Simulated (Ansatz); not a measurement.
# Ligand exchange: SiH(NH2)3 + GeH(NH2)3 → Si(NH2)4 + GeH2(NH2)2

Species: SiH(NH2)3, singlet; GeH(NH2)3, singlet; Si(NH2)4, singlet; GeH2(NH2)2, singlet. The partners trade H for NH2: Si–H and Ge–NH2 bonds give way to Si–NH2 and Ge–H.

Shapes, held fixed at every level: PBE0-D4/def2-TZVP. Flexible molecules stand in one conformer, not always the lowest. Programs: Ansatz 0.2.0. The zero-point and thermal change to 298 K, harmonic and unscaled (PBE0-D4/def2-TZVP), is -0.9 kJ/mol.

```json
{"level": "HF/def2-TZVPP", "kind": "Hartree–Fock", "ΔH(298 K) (kJ/mol)": "-42.8", "less CCSD(T)/def2-TZVPP": "-3.5"}
{"level": "SPW92/def2-TZVPP", "kind": "LDA", "ΔH(298 K) (kJ/mol)": "-46.1", "less CCSD(T)/def2-TZVPP": "-6.8"}
{"level": "PBE-D4/def2-TZVPP", "kind": "GGA", "ΔH(298 K) (kJ/mol)": "-41.9", "less CCSD(T)/def2-TZVPP": "-2.6"}
{"level": "r2SCAN-D4/def2-TZVPP", "kind": "meta-GGA", "ΔH(298 K) (kJ/mol)": "-44.6", "less CCSD(T)/def2-TZVPP": "-5.3"}
{"level": "B3LYP-D4/def2-TZVPP", "kind": "global hybrid", "ΔH(298 K) (kJ/mol)": "-45.0", "less CCSD(T)/def2-TZVPP": "-5.7"}
{"level": "wB97X-V/def2-TZVPP", "kind": "range-separated hybrid", "ΔH(298 K) (kJ/mol)": "-41.9", "less CCSD(T)/def2-TZVPP": "-2.6"}
{"level": "CCSD/def2-SVP", "kind": "coupled cluster or CI", "ΔH(298 K) (kJ/mol)": "-33.4", "less CCSD(T)/def2-TZVPP": "+5.9"}
{"level": "CCSD(T)/def2-TZVPP", "kind": "coupled cluster or CI", "ΔH(298 K) (kJ/mol)": "-39.3", "less CCSD(T)/def2-TZVPP": "0.0"}
```

The highest level, CCSD(T)/def2-TZVPP, gives ΔH(298 K) = -39.3 kJ/mol; the levels span -46.1 to -33.4. The column of differences is taken from that level and isn't an error. No measured value is set beside it here. Relativity is left out for Ge. Outer-core shells of Ge are correlated, in sets that cover them unevenly.

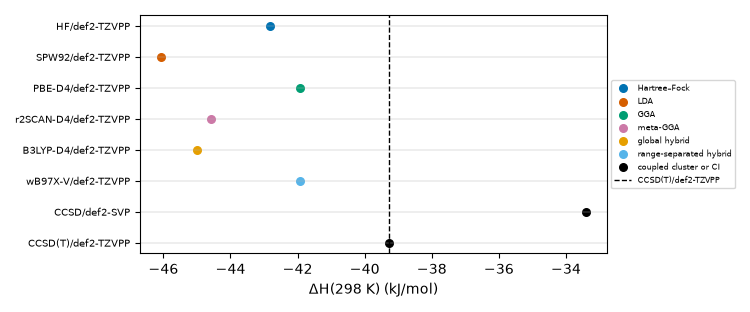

The values of the table, level by level.
